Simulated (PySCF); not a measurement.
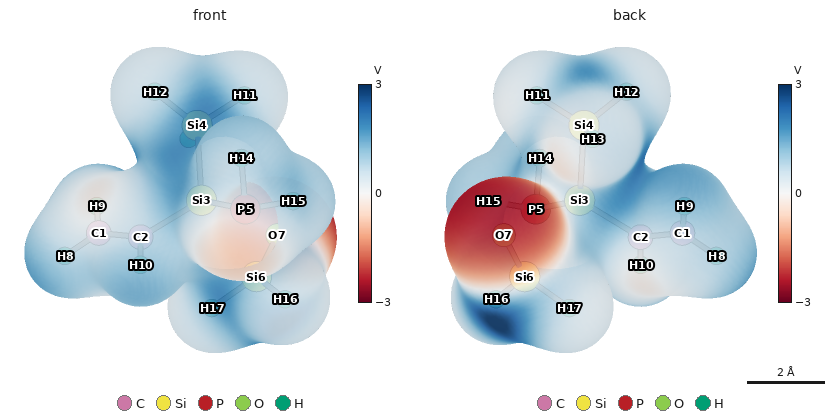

Figure. C2H10OPSi3 (doublet). The electrostatic potential painted on the density surface at 0.004 e/bohr³, seen from the front and from behind; the colour scale runs from red (negative) to blue (positive).

Geometry: GFN2-xTB.

Level of theory: PySCF, UKS B3LYP, pcH-1 on C H O P Si, non-relativistic, mean-field spin-orbit, GIAO.

```xyz
17

C    -0.4047    1.5855   -2.0530
C    -0.0910    1.6164   -0.7591
Si    0.4120    0.1147    0.2433
Si    1.1888   -1.7634   -0.9061
P     1.3332    0.9789    2.1061
Si   -2.1654   -0.5314    1.3672
O    -1.8858   -2.0050    1.1743
H    -0.7313    2.4602   -2.5929
H    -0.3413    0.6744   -2.6253
H    -0.1731    2.5614   -0.2317
H     1.8253   -2.7091    0.0147
H     2.1986   -1.4167   -1.9206
H     0.0752   -2.4077   -1.5962
H     2.6184    0.5467    1.8160
H     1.0829   -0.1409    2.8837
H    -2.0009    0.1734    2.6346
H    -2.9477    0.2746    0.4352
```

Question: Which sites attract a positive test charge, and which a negative one?

Answer: A positive charge is drawn to the negative regions and a negative charge to the positive ones. The most negative region (about −2.5 V) lies over O7, the most positive (about +2.8 V) over Si6. O7 is the likeliest acceptor of a hydrogen bond.
